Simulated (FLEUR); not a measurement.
Band structure of Ba (Im-3m, 1 atom in the cell).

```
Ba
1.0
   -2.53435     2.53435     2.53435
    2.53435    -2.53435     2.53435
    2.53435     2.53435    -2.53435
Ba
1
Direct
  0.00000   0.00000   0.00000
```

Level of theory: FLEUR with PBE, all-electron FLAPW (FLEUR), scalar-relativistic valence.

Settings: Kmax = 3.8 1/bohr; GmaxXC = 15.2 1/bohr; xcFunctional = pbe; jspins = 1; l_soc = F; mode = hist; fermiSmearingEnergy = 0.00367493 Htr; mesh (inpgen div1-3) = 9 9 9; inpgen gamma flag = false; Gmax = 15.2 1/bohr; numbands = 0; maxIterBroyd = 15; imix = Anderson; alpha = 0.05.

The starting cell has typed, rounded lattice constants, without a prior relaxation at this level. Its lattice was rescaled by a random factor within 2.5 % of one. Values depend on the basis (sphere radii, cutoffs, local orbitals), which need not be converged.

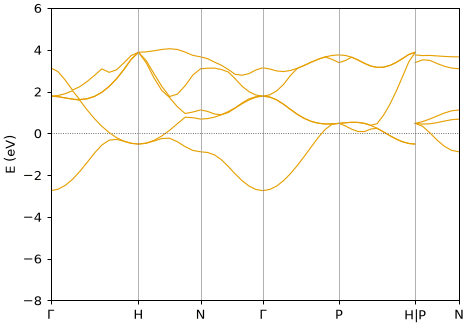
*Bands along the path, energies from the Fermi level.*

Levels in eV from the Fermi level, bands 2 to 8:
| point | 2 | 3 | 4 | 5 | 6 | 7 | 8 |
|---|---|---|---|---|---|---|---|
| Γ | -13.90 | -13.90 | -13.90 | -2.74 | 1.78 | 1.78 | 1.78 |
| H | -14.19 | -14.19 | -14.19 | -0.51 | -0.51 | 3.89 | 3.89 |
| N | -14.32 | -14.04 | -13.91 | -0.88 | 0.69 | 1.12 | 3.10 |
| P | -14.11 | -14.11 | -14.11 | 0.48 | 0.48 | 0.48 | 3.39 |
